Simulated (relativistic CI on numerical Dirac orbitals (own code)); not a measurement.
# Cd³⁺ (4d9) in crystal fields: levels and magnetism

Aim: the levels, ground state and powder susceptibility of Cd³⁺ in 6 parametric crystal fields.

Program: relativistic CI on numerical Dirac orbitals (own code) version 1. Level of theory: Dirac-Coulomb-Breit CI, KLI orbitals optimised for each configuration, model QED (radiative potential, 1s self-energy scaled to tabulated hydrogen-like ionisation energies), one configuration in a parametric crystal field. These are calculated values, not measurements, unless marked.

**1. What is computed**

```
ion            : Cd³⁺ (Cd IV)
nuclear charge : 48
electrons      : 45
open shell     : 4d9
Slater scale   : 1
field 1 (cm⁻¹) : Oh, 10Dq = 6000
field 2 (cm⁻¹) : Oh, 10Dq = 10750
field 3 (cm⁻¹) : Oh, 10Dq = 15550
field 4 (cm⁻¹) : Oh, 10Dq = 20350
field 5 (cm⁻¹) : Oh, 10Dq = 25100
field 6 (cm⁻¹) : Oh, 10Dq = 29900
```

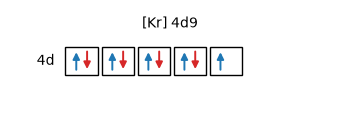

Occupation of the outer shells (arrows by Hund's rule).

**2. Field 1: Oh, 10Dq = 6000**

Input settings:

```ini
atom Cd  Z=48  charge=3  electrons=45
nucleus A=114  rms_radius_fm=4.6087
hamiltonian dirac-coulomb  breit=on  qed=on  c_scale=1
orbitals kli  potential=per-configuration
slater_scale 1
correlation none
mixing on
configurations
  [Kr] 4d9
end
crystal_field Oh 10Dq=6000
```

**3. Field 2: Oh, 10Dq = 10750**

Settings: those of step 2 with these lines changed.

```diff
@@ -10,2 +10,2 @@
 end
-crystal_field Oh 10Dq=6000
+crystal_field Oh 10Dq=10750
```

**4. Field 3: Oh, 10Dq = 15550**

Settings: those of step 3 with these lines changed.

```diff
@@ -10,2 +10,2 @@
 end
-crystal_field Oh 10Dq=10750
+crystal_field Oh 10Dq=15550
```

**5. Field 4: Oh, 10Dq = 20350**

Settings: those of step 4 with these lines changed.

```diff
@@ -10,2 +10,2 @@
 end
-crystal_field Oh 10Dq=15550
+crystal_field Oh 10Dq=20350
```

**6. Field 5: Oh, 10Dq = 25100**

Settings: those of step 5 with these lines changed.

```diff
@@ -10,2 +10,2 @@
 end
-crystal_field Oh 10Dq=20350
+crystal_field Oh 10Dq=25100
```

**7. Field 6: Oh, 10Dq = 29900**

Settings: those of step 6 with these lines changed.

```diff
@@ -10,2 +10,2 @@
 end
-crystal_field Oh 10Dq=25100
+crystal_field Oh 10Dq=29900
```

(Steps that only read results are left out.)

Before running it: what results should come out? Wanted: ground spin.

**Answer**, as computed:

| field | ground state | degeneracy | S | J | first gap (cm⁻¹) | stabilisation (cm⁻¹) | χT at 2 K | χT at 300 K |
| --- | --- | --- | --- | --- | --- | --- | --- | --- |
| 1: Oh | G8 | 4 | 0.50 | 2.40 | 4691 | -2291 | 0.825 | 0.874 |
| 2: Oh | G8 | 4 | 0.50 | 2.33 | 9108 | -4808 | 0.677 | 0.704 |
| 3: Oh | G8 | 4 | 0.50 | 2.28 | 13743 | -7523 | 0.594 | 0.614 |
| 4: Oh | G8 | 4 | 0.50 | 2.26 | 18447 | -10307 | 0.545 | 0.560 |
| 5: Oh | G8 | 4 | 0.50 | 2.24 | 23136 | -13096 | 0.514 | 0.526 |
| 6: Oh | G8 | 4 | 0.50 | 2.22 | 27892 | -15932 | 0.492 | 0.502 |

χT is in cm³ K/mol; stabilisation counts from the free ion's lowest level; S and J come from the expectation values of their squares.

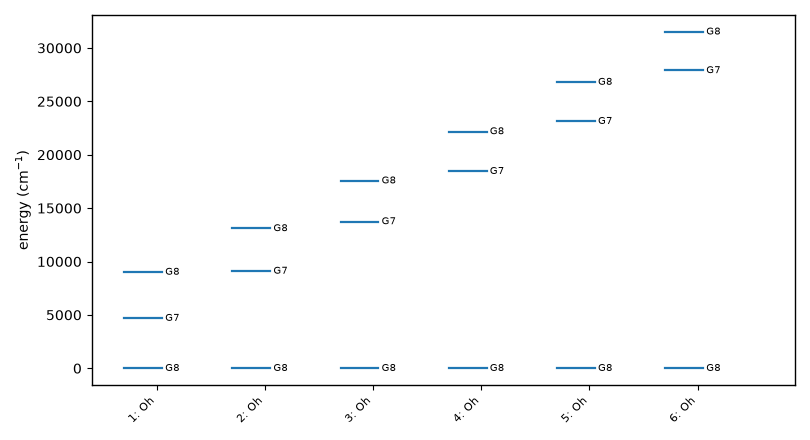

The lowest levels in each field.

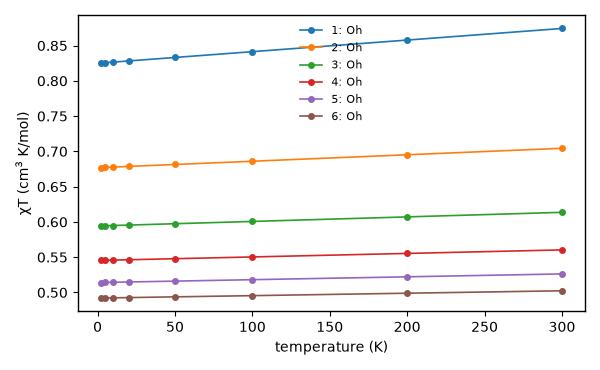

χT against temperature, by Van Vleck's formula.

| quantity | value |
| --- | --- |
| ground spin (effective S from ⟨S²⟩) | 1: 0.50, 2: 0.50, 3: 0.50, 4: 0.50, 5: 0.50, 6: 0.50 |
| χT at 300 K | 0.50 to 0.87 cm³ K/mol |

In words: All fields leave the ground state at S = 1/2. The field is a set of parameters, without covalency or charge transfer.
